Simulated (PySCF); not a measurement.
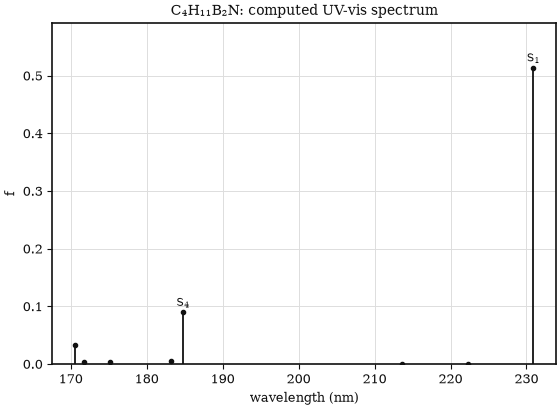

Computed absorption of C₄H₁₁B₂N, SMILES CBNB/C=C\C. Vertical TDDFT excitations, B3LYP/def2-SVPD with PySCF 2.14.0, at a GFN2-xTB geometry (no frequency check), gas phase. Only the first 8 singlet excitations are included.

Where is the lowest singlet, and is it bright?

Answer. S1 lies at 5.37 eV (231 nm) with f = 0.514, mainly HOMO → LUMO (96 %); it is bright.

Which of the computed transitions is the brightest, and what character does the calculation give it?

Answer. S1 at 5.37 eV (231 nm), f = 0.514, mainly HOMO → LUMO (96 %).

List the transitions behind the spectrum.

Answer.
```
state  E (eV)  λ (nm)      f        main character
   S1    5.37     231  0.514    HOMO → LUMO (96 %)
   S2    5.58     222  0.001  HOMO−1 → LUMO (58 %)
   S3    5.80     214  0.000  HOMO−2 → LUMO (57 %)
   S4    6.71     185  0.090  HOMO−3 → LUMO (92 %)
   S5    6.77     183  0.005  HOMO → LUMO+2 (63 %)
   S6    7.08     175  0.003  HOMO−4 → LUMO (90 %)
   S7    7.22     172  0.004  HOMO → LUMO+3 (89 %)
   S8    7.27     171  0.034  HOMO → LUMO+1 (54 %)
```

Note: the tight-binding geometry is rougher than a DFT one and adds to the error; one conformer of a flexible molecule; core orbitals are frozen in the response.
